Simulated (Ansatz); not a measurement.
GeSiH5O2Cl2F: several calculations on one system

## 1. Relaxation

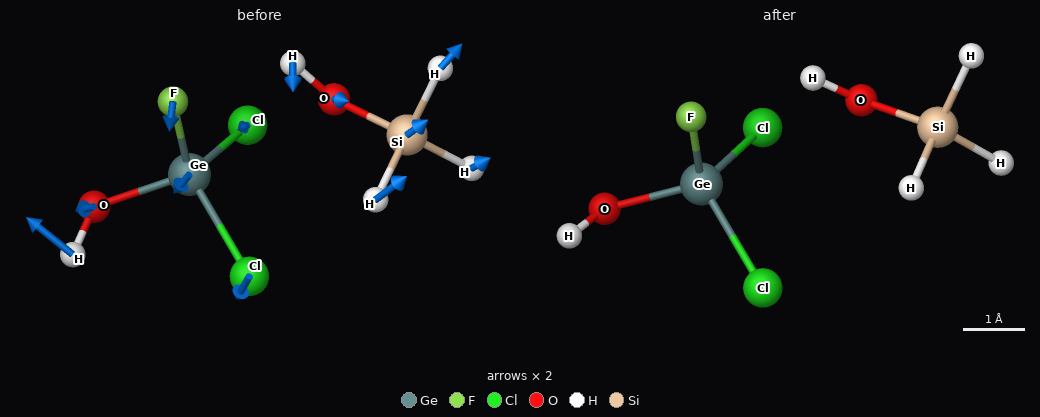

The structure of GeSiH₅O₂Cl₂F before (left) and after (right) a relaxation, at one scale. The blue arrows give the displacements, magnified 2 times.

The picture is a ball-and-stick view, seen at a tilt.

The run prepares an end point of a later path (reaction) calculation, from a guessed geometry.

The calculation used RHF/def2-SVP in Ansatz 0.2.0. (no spin polarisation; force threshold 0.03 eV/Å; at most 50 steps)

> Summarise the run.

After 12 accepted moves (13 points after the start) the energy has fallen by 0.077 eV. Largest force component: 1.1 eV/Å at the start, 0.029 eV/Å at the end. The line search rejected the trial step at point 9 of the run. The atom that moves furthest after the best rigid fit is an H atom (0.49 Å). Largest moves by element: H 0.49 Å, Cl 0.36 Å, Ge 0.27 Å, F 0.25 Å, O 0.25 Å, Si 0.25 Å. Some distances before and after: H–O 0.969 → 0.946 Å, F–Ge 1.696 → 1.712 Å, O–Si 1.660 → 1.651 Å, Cl–Ge 2.126 → 2.120 Å. Among the angles between lasting bonds that change: O–Ge–Cl 107.4° → 111.0°, F–Ge–Cl 110.0° → 107.0°. Groups turn about Ge–O by about 35°. The run took 63 s on 4 threads of Arm Neoverse N1, on a shared host, peak memory 0.52 GiB.

Limits of the set-up: Hartree-Fock leaves out electron correlation.

## 2. Relaxation

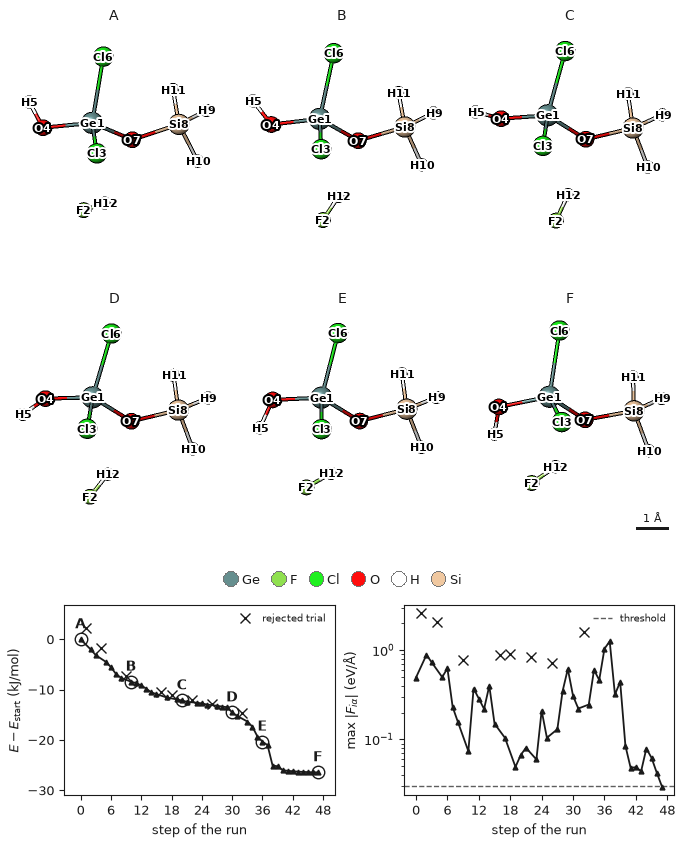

Frames of a relaxation of GeSiH$_{5}$O$_{2}$Cl$_{2}$F, marked on the history of the run. Style: ball-and-stick. Shown at a tilt.

The run prepares an end point of a later path (reaction) calculation, from a guessed geometry.

Theory: Ansatz 0.2.0, RHF/def2-SVP.

The input:
```yaml
crystal:
  periodic: [false, false, false]
  atoms:
    - { symbol: Ge, position_ang: [0.10976, -0.391, -0.465001] }
    - { symbol: F, position_ang: [0.975066, 0.506888, 2.136411] }
    - { symbol: Cl, position_ang: [2.005701, 0.427406, -0.925372] }
    - { symbol: O, position_ang: [-1.03643, 0.791132, 0.049246] }
    - { symbol: H, position_ang: [-1.833313, 0.837989, -0.462839] }
    - { symbol: Cl, position_ang: [-0.667155, -1.293667, -2.25998] }
    - { symbol: O, position_ang: [0.261313, -1.697333, 0.691271] }
    - { symbol: Si, position_ang: [0.273392, -3.358882, 0.76405] }
    - { symbol: H, position_ang: [1.200642, -3.905703, -0.246963] }
    - { symbol: H, position_ang: [0.728412, -3.726264, 2.119506] }
    - { symbol: H, position_ang: [-1.086466, -3.885956, 0.532101] }
    - { symbol: H, position_ang: [0.771779, -0.350508, 2.362972] }
basis:
  gaussian: { orbitals: def2-SVP }
hamiltonian:
  xc: hf
relax:
  f_tol: 0.03
  max_steps: 50
```

Launched with:
```bash
ansatz run input.yaml --threads 4 --pin off --max-ram 5120MiB --backend cpu --events-out ev --progress --plain --runs-dir out
```

**What happens along the run?**

The largest move after the best rigid fit is that of H5, 1.59 Å. By element the largest moves are H 1.59 Å, F 0.92 Å, Cl 0.56 Å, O 0.33 Å, Ge 0.31 Å, Si 0.15 Å. Some distances before and after: Ge1–Cl6 2.154 → 2.124 Å, O7–Si8 1.663 → 1.676 Å, Ge1–Cl3 2.116 → 2.127 Å, Ge1–O4 1.725 → 1.719 Å. Among the angles between lasting bonds that change: Cl3–Ge1–O7 110.8° → 107.6°, Cl6–Ge1–O7 105.6° → 108.8°, O4–Ge1–O7 111.8° → 109.0°. Groups turn about Ge1–O4 by about 150°. Over 39 accepted moves (47 points after the start) the energy falls by 26.4 kJ/mol. Largest force component: 0.49 eV/Å at the start, 0.029 eV/Å at the end. The line search rejected the trial steps at points 1, 4, 9, 16, 18, 22, 26, 32 of the run. The run took 3.5 min on 4 threads of Arm Neoverse N1, on a shared host, peak memory 0.52 GiB. From step 0 to 10: F2 moves most (0.62 Å), energy −8.41 kJ/mol. From step 10 to 20: H5 moves most (0.50 Å), energy −3.71 kJ/mol. From step 20 to 30: H5 moves most (0.62 Å), energy −2.39 kJ/mol. From step 30 to 36: H5 moves most (0.58 Å), energy −5.79 kJ/mol. From step 36 to 47: Cl3 moves most (0.46 Å), energy −6.10 kJ/mol.

```tsv
step	E − E(0), kJ/mol	largest force component, eV/Å	note
0	0.00	0.4943	
1	2.28	2.5820	rejected
2	-2.01	0.8876	
3	-3.15	0.7303	
4	-1.76	2.0719	rejected
5	-4.47	0.4993	
6	-5.52	0.6251	
7	-6.88	0.2309	
8	-7.64	0.1571	
9	-7.22	0.7715	rejected
10	-8.41	0.0739	
12	-9.15	0.2868	
14	-10.54	0.3991	
16	-10.45	0.8931	rejected
18	-11.01	0.9021	rejected
20	-12.13	0.0668	
22	-12.09	0.8331	rejected
24	-12.71	0.2107	
26	-12.92	0.7106	rejected
28	-13.35	0.3472	
29	-13.46	0.6163	
31	-15.21	0.2219	
33	-16.31	0.2461	
35	-19.29	0.4634	
37	-21.01	1.2575	
39	-25.19	0.4417	
41	-26.11	0.0480	
43	-26.27	0.0440	
45	-26.35	0.0622	
47	-26.40	0.0295
```

Limits of the set-up: the start holds two separate molecules, 2.2 Å apart at their closest, whose relative position is a soft coordinate and is computed without a dispersion correction; Hartree-Fock leaves out electron correlation.

## 3. Path

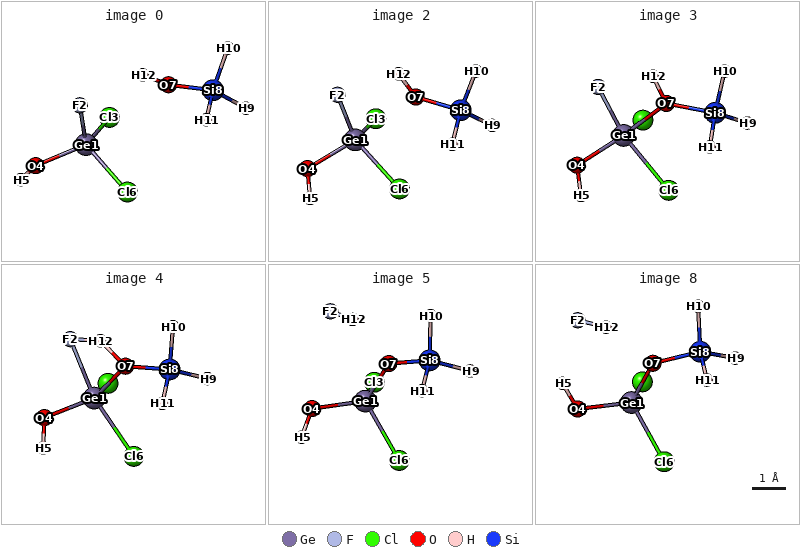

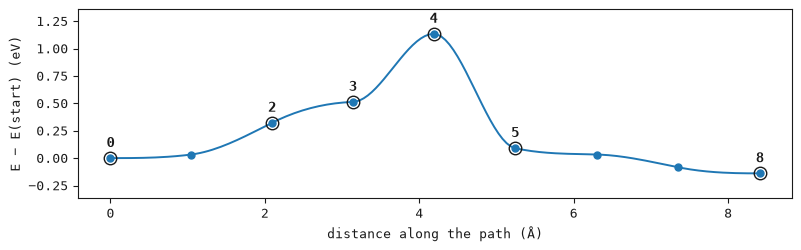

NEB run on GeSiH5O2Cl2F, made up at the start of GeHOCl$_{2}$F and SiH$_{4}$O. Images are numbered from 0 (start) to 8 (end). The picture is a ball-and-stick view, seen from a free direction.

These are results of RHF/def2-SVP in Ansatz 0.2.0, not measurements. Run with 7 movable images; climbing image; force threshold 0.05 eV/Å; iteration limit 60; starting path through a guess of the saddle point.

Describe the mechanism and the energy profile.

Breaking: Ge1–F2 (1.71 → 1.99 at the top → 3.28 Å), O7–H12 (0.95 → 1.14 at the top → 1.86 Å). Forming: F2–H12 (2.20 → 1.19 at the top → 0.91 Å), Ge1–O7 (3.37 → 1.86 at the top → 1.75 Å). Forward barrier 1.13 eV, backward barrier 1.27 eV, with image 4 at the top; the reaction energy is −0.14 eV. The band is converged. At the top, the vibrational analysis gives one imaginary mode (1270i cm⁻¹), as a transition state must have.

Limits of the set-up: the start holds two separate molecules, 2.2 Å apart at their closest, whose relative position is a soft coordinate and is computed without a dispersion correction; Hartree-Fock leaves out electron correlation.

The run took 13 min on 4 threads of Arm Neoverse N1, with other jobs on the host, peak memory 0.54 GiB.
